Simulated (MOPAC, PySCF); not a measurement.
Breaking a bond: SMILES CC (C₂H₆), singlet. The C1–H8 bond (C1 also carries C, H, H; H8 carries nothing else) is stretched with both fragments frozen at the PBE0/def2-TZVP optimised geometry.

```
8

C      0.0000     0.0000     0.0000
C     -1.1952    -0.7556    -0.5544
H      0.0000     1.0422    -0.3280
H      0.9415    -0.4470    -0.3280
H     -1.1951    -0.7558    -1.6470
H     -1.1953    -1.7978    -0.2262
H     -2.1367    -0.3085    -0.2266
H      0.0000     0.0000     1.0926
```

PM6, restricted, heats of formation (MOPAC); AM1, restricted, heats of formation (MOPAC); UKS-M06-2X/6-31G* = unrestricted M06-2X/6-31G*, spherical d (PySCF 2.14.0).

Energies are in kJ/mol, each relative to the lowest point of its own curve near equilibrium.

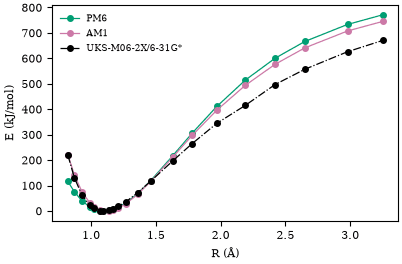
Energy against bond length for each method.

| R / Å | PM6 | AM1 | UKS-M06-2X/6-31G* |
|---|---|---|---|
| 0.82 | 116.4 | 221.2 | 220.0 |
| 0.87 | 75.6 | 142.2 | 131.0 |
| 0.93 | 39.3 | 74.5 | 61.4 |
| 0.99 | 15.4 | 31.3 | 21.7 |
| 1.02 | 7.8 | 17.3 | 10.3 |
| 1.07 | 0.9 | 3.4 | 1.0 |
| 1.09 | 0.0 | 0.7 | 0.0 |
| 1.14 | 2.2 | 0.0 | 3.1 |
| 1.17 | 6.2 | 3.2 | 8.2 |
| 1.21 | 14.5 | 11.0 | 17.7 |
| 1.27 | 32.3 | 28.8 | 36.8 |
| 1.36 | 68.9 | 65.8 | 72.4 |
| 1.46 | 119.3 | 116.1 | 117.3 |
| 1.63 | 217.3 | 211.9 | 197.0 |
| 1.78 | 306.1 | 297.1 | 265.0 |
| 1.97 | 410.9 | 396.3 | 344.4 |
| 2.19 | 514.4 | 493.9 | 415.0 |
| 2.42 | 600.5 | 576.7 | 497.1 |
| 2.65 | 666.4 | 641.3 | 557.2 |
| 2.98 | 733.5 | 707.7 | 626.2 |
| 3.25 | 771.1 | 745.1 | 670.4 |

At the longest distance, 3.25 Å, PM6 lies highest above its minimum (771.1 kJ/mol) and UKS-M06-2X/6-31G* lowest (670.4 kJ/mol).

The restricted form behind PM6, AM1 keeps the bonding electrons paired and can't separate into open-shell fragments. The unrestricted solution behind UKS-M06-2X/6-31G* changes between 2.19 and 2.42 Å, which can leave a kink. The unrestricted determinant behind UKS-M06-2X/6-31G* is spin-contaminated at 2.19 Å (<S²> up to 0.5, against 0.00 for a pure singlet).
